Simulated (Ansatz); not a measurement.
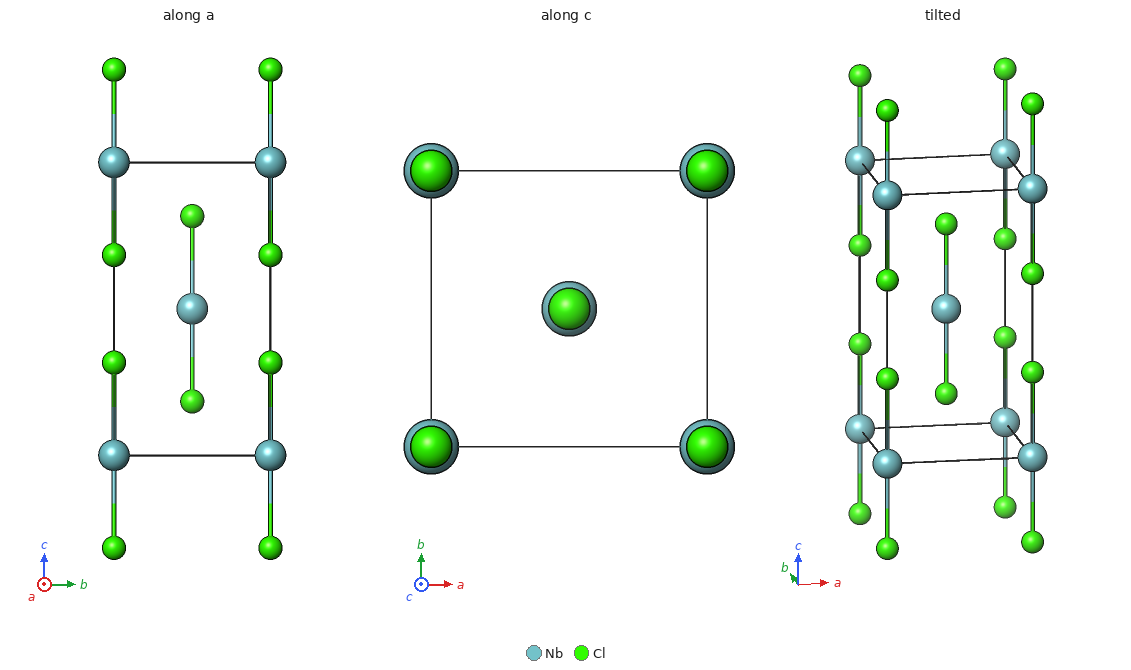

Crystal structure, ball-and-stick style, seen along the a axis, along the c axis and slightly off an axis. The lines enclose the conventional unit cell; boundary atoms appear with their images. Finite groups of bonded atoms are drawn whole.

Edges and angles: a = 4.178 Å, b = 4.178 Å, c = 7.821 Å, α = 90.00°, β = 90.00°, γ = 90.00°.

**Count the atoms and give the formula.**

NbCl2. The cell holds 2 Nb, 4 Cl, counting shared atoms by their share.

**Which of the Bravais lattices applies?**

Body-centred tetragonal.

**Give the coordination environment of Cl.**

Each Cl has one Nb at about 2.5 Å.

**What lies around Nb?**

Two Cl in a linear arrangement at about 2.5 Å.

**What is the topology of the bonding, in broad terms?**

The bonds build separate NbCl2 groups.

The cell started as a textbook structure type filled with these elements (whether it is the usual form wasn't checked). What is shown is the relaxed result from DFT PBE, scalar-relativistic, plane waves, PAW (Ansatz 0.2.0).
